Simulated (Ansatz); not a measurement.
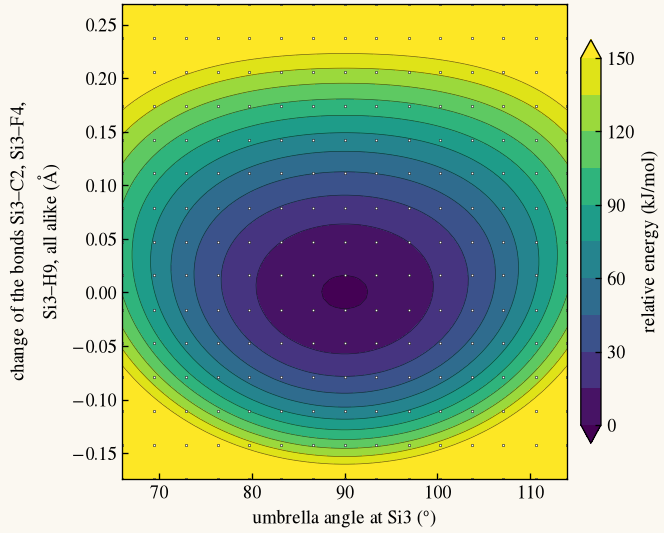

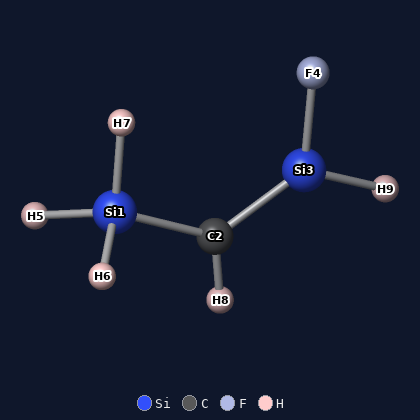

Energy landscape of CH5FSi2, SMILES F[SiH]=C[SiH3]. First axis: umbrella angle at Si3 (between each of its bonds and their common axis; 90 is planar). Second axis: change of the bonds Si3–C2, Si3–F4, Si3–H9, all alike. Nothing is relaxed (all other coordinates rigid). The scan uses a 15 × 15 grid. Points are written as (first, second). All energies are given in kJ/mol relative to the lowest grid point. Level of theory: RKS B3LYP-D4/def2-TZVP (Ansatz).

In the figure: filled contours, dots at the grid points, one colour for all values above the top of the scale. Between grid points the surface is interpolated. The second picture is the structure at the lowest point.

Q: Describe this landscape.

A: The lowest grid point is at (90.0°, 0.016 Å). It is the only kind of minimum in the scanned range. The highest grid point, (66.0°, −0.174 Å), lies 348 kJ/mol above the lowest. Round the minimum the two coordinates are nearly uncoupled.

Grid values (kJ/mol):

```csv
"second ↓, first →",66.0,69.4,72.9,76.3,79.7,83.1,86.6,90.0,93.4,96.9,100.3,103.7,107.1,110.6,114.0
0.269,233,223,216,210,207,205,204,203,204,205,207,210,216,223,233
0.237,204,192,183,176,171,168,166,166,166,168,171,176,183,192,204
0.206,177,164,153,144,139,135,132,131,132,134,138,144,153,164,177
0.174,153,137,124,115,107,102,99,98,99,102,107,114,124,137,153
0.142,132,114,99,88,79,73,70,69,70,73,79,88,99,114,132
0.111,116,96,79,66,56,49,45,44,45,49,56,66,79,96,116
0.079,104,82,63,48,37,29,24,23,24,29,37,48,63,82,104
0.047,99,74,53,37,24,15,10,8,10,15,24,36,53,74,99
0.016,101,73,50,32,18,8,2,0,2,8,18,32,50,73,101
−0.016,111,81,55,35,20,9,2,0,2,9,20,35,55,81,111
−0.047,131,98,70,48,31,19,12,9,12,19,31,48,70,98,131
−0.079,163,127,96,73,54,41,33,30,33,41,54,72,96,127,162
−0.111,208,169,136,111,91,76,68,65,68,76,91,111,136,169,208
−0.142,268,226,190,163,141,126,116,113,116,126,141,162,190,226,268
−0.174,348,303,264,234,211,195,185,181,185,195,211,234,264,303,348
```

The input of one point:

```yaml
crystal:
  periodic: [false, false, false]
  atoms:
    - { symbol: Si, position_ang: [-0.549884, 1.039401, -0.872475] }
    - { symbol: C, position_ang: [-0.563376, -0.273943, 0.417874] }
    - { symbol: Si, position_ang: [0.754235, -1.198953, 0.974649] }
    - { symbol: F, position_ang: [2.256063, -1.041309, 0.421029] }
    - { symbol: H, position_ang: [-1.449181, 0.698917, -2.004403] }
    - { symbol: H, position_ang: [-1.008245, 2.342172, -0.326002] }
    - { symbol: H, position_ang: [0.825159, 1.208453, -1.398947] }
    - { symbol: H, position_ang: [-1.506049, -0.514888, 0.903877] }
    - { symbol: H, position_ang: [0.76123, -2.259512, 2.012572] }
basis:
  gaussian: { orbitals: def2-TZVP }
hamiltonian:
  xc: { name: B3LYP }
  dispersion: d4
output:
  forces: true
```

Each point was launched as `ansatz run input.yaml --threads 1 --pin off --max-ram 2560MiB --backend cpu --events-out ev --progress --plain --runs-dir out`. The whole map (225 points run) took 47 min on 1 thread of Arm Neoverse N1, on a shared host.
